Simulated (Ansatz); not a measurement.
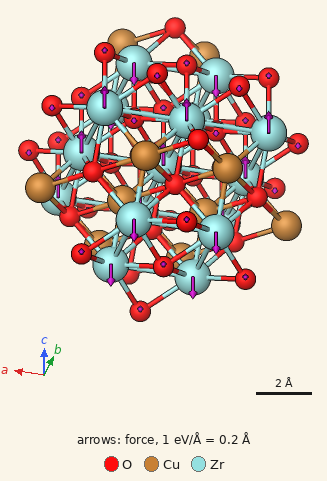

Starting geometry of crystalline Zr$_{2}$CuO$_{3}$ (a generated structure, set up in P-4m2) with the computed forces as purple arrows. A ball-and-stick model of the atoms within 5.8 Å of the atom that moves most (axes of the cell of the calculation), seen from a free direction.

The start is a swapped structure.

Method: Ansatz, DFT, PAW plane waves, PBEsol+U, spin-orbit. (plane-wave cutoff 420 eV; k-point mesh 6 × 6 × 3; occupations gaussian; smearing width 0.0632 eV; spin-orbit; U = 4.35 eV on Cu d; potentials kind: paw_fr; atoms relaxed in a fixed cell; at most 40 steps)

### Is this structure relaxed? If not, where do the atoms go?

It isn't relaxed: the largest force vector, on Zr atoms, is 4.90 eV/Å. The atoms end up moving mostly along the starting forces (cosine between the two patterns 1.00). After 4 geometry steps the energy has fallen by 1.244 eV per cell of the calculation. Largest force component: 4.9 eV/Å at the start, 0.0041 eV/Å at the end. The largest moves, 0.23 Å, are those of Zr atoms. By element the largest moves are Zr 0.23 Å, O 0.04 Å. Cu stays in place. The cell stays as it was. Near-neighbour distances that change, for instance: O–Zr 2.403 → 2.211 Å, O–Zr 2.392 → 2.571 Å, Cu–Zr 2.392 → 2.571 Å, O–Zr 2.340 → 2.263 Å. Bond angles that change, for instance: Zr–O–Zr 140.4° → 153.3°, Zr–O–Zr 109.8° → 103.3°, Zr–O–Zr 83.4° → 86.9°. The space group stays P-4m2 (No. 115). The program noted that the starting moments weren't kept.
